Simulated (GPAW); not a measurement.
**C2H3F2 (SMILES F[CH]CF) at ULDA (PW92)/real-space grid (scalar-relativistic datasets)**

Aim: ionisation energies of C2H3F2. The job is set up through an ASE script.

The results are computed with GPAW 26.7.0.

## 1. The structure to begin with

The species is C2H3F2 (7 atoms), meant as a doublet with charge 0. SMILES: `F[CH]CF`. Geometry: relaxed at GFN2-xTB. This is one conformer, not always the lowest.

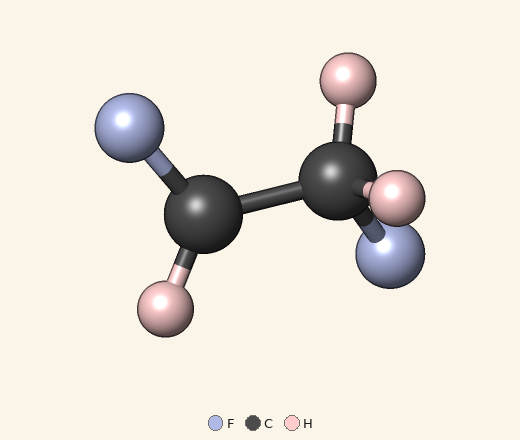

The structure, seen from a chosen angle (fluorine light blue, carbon dark grey, hydrogen pink).

## 2. Ionisation energies at ULDA (PW92)/real-space grid (scalar-relativistic datasets)

File ipea.py:

```python
from ase import Atoms
from gpaw import GPAW

# Geometry
atoms = Atoms(['F', 'C', 'C', 'F', 'H', 'H', 'H'],
    positions=[[ -0.929070,   1.359200,  -0.908450],
               [ -0.777020,   0.171990,  -0.306350],
               [  0.569290,  -0.160260,   0.191010],
               [  0.695810,  -1.516660,   0.347750],
               [ -1.687270,  -0.302150,   0.009840],
               [  0.787550,   0.278010,   1.183370],
               [  1.340720,   0.169850,  -0.517160]])
atoms.set_cell([12.0, 12.0, 12.0])
atoms.center()

energies = {}
for name, charge, unpaired in [('neutral', 0, 1), ('oxidised', 1, 0)]:
    atoms.set_initial_magnetic_moments([unpaired / len(atoms)] * len(atoms))
    dft = GPAW(mode='fd',
               h=0.18,
               xc='LDA',
               charge=charge,
               occupations={'name': 'fermi-dirac', 'width': 0.0, 'fixmagmom': unpaired > 0},
               maxiter=100,
               symmetry='off',
               txt='-')
    atoms.calc = dft
    energies[name] = atoms.get_potential_energy()
    print(f'{name:10} {energies[name]:12.5f} eV')

ip = energies['oxidised'] - energies['neutral']
print(f'Vertical IP: {ip:.3f} eV')
```

Run with:

```sh
$ python ipea.py > ipea.log
```

Log:

```text
[...]
Number of symmetries: 1
[...]
  Number of IBZ points: 1
[...]
Spin-components: 2 (collinear spins)
Bands:           19
[...]
  Valence electrons: 25.0
[...]
  Grid points: [68 68 68]
  Charge: 0.0  # |e|
[...]
    cutoffs:
[...]
occupation numbers:
  Fixed magnetic moment: 1.000
[...]
xc functional:
  name: None
[...]
|iter     |     time |      energy | eigst |  dens |  magmom |
[...]
|iter:   1| 00:00:05 |  -39.918873 | +1.22 |       |  +0.9980|
[...]
Converged in 15 steps
[...]
dipole moment: (0.011941, 0.153595, 0.123304)  # |e|*Ang
Total magnetic moment: (0.000000, 0.000000, 1.000000)
Local magnetic moments
|        x |        y |         z |
|----------|----------|-----------|
| 0.000000 | 0.000000 |  0.087565 |  # F    0
| 0.000000 | 0.000000 |  0.291441 |  # C    1
| 0.000000 | 0.000000 | -0.006788 |  # C    2
| 0.000000 | 0.000000 |  0.005744 |  # F    3
| 0.000000 | 0.000000 | -0.002799 |  # H    4
| 0.000000 | 0.000000 |  0.022507 |  # H    5
| 0.000000 | 0.000000 |  0.009194 |  # H    6
[...]
|iter:  13| 00:01:13 |  -29.093272c| -7.80c| -5.72c|
Converged in 13 steps
[...]
Energy contributions relative to reference atoms: (reference = -7471.909535)
Energy contributions:
  Kinetic:          25.451415
  Coulomb:         -28.763787
  Zero:              0.507000
  External:          0.000000
  Xc:              -26.287900
  Entropy:           0.000000
  Spinorbit:         0.000000
  ----------------------------
  Free energy:     -29.093272
  Extrapolated:    -29.093272
dipole moment: (5.868052, 6.360631, 5.812181)  # |e|*Ang
Fermi level: -13.964
Eigenvalues  # (at kpt = [0.000, 0.000, 0.000])
| band index |      eig [eV] | occ [0-2] |
|------------|---------------|-----------|
|          0 |       -39.466 |     2.000 |
|        ... |               |           |
|          4 |       -21.644 |     2.000 |
|          5 |       -20.680 |     2.000 |
|          6 |       -20.285 |     2.000 |
|          7 |       -19.092 |     2.000 |
|          8 |       -18.986 |     2.000 |
|          9 |       -17.614 |     2.000 |
|         10 |       -15.526 |     2.000 |
|         11 |       -15.227 |     2.000 |
|         12 |       -12.702 |     0.000 |
|         13 |        -7.224 |     0.000 |
[...]
Gap: 2.525 eV
Transition (v -> c):
  (s=0, k=0, n=11, [0.00, 0.00, 0.00]) -> (s=0, k=0, n=12, [0.00, 0.00, 0.00])
No difference between direct/indirect transitions
vacuum-level: 0.000  # V
oxidised      -29.09327 eV
Vertical IP: 8.751 eV
```

Wall time 74 s (1 thread of Arm Neoverse V1, shared host); peak memory 1.1 GiB.

## 3. Outcome

At ULDA (PW92)/real-space grid (scalar-relativistic datasets):

```
               quantity    value
first ionisation energy  8.75 eV
```
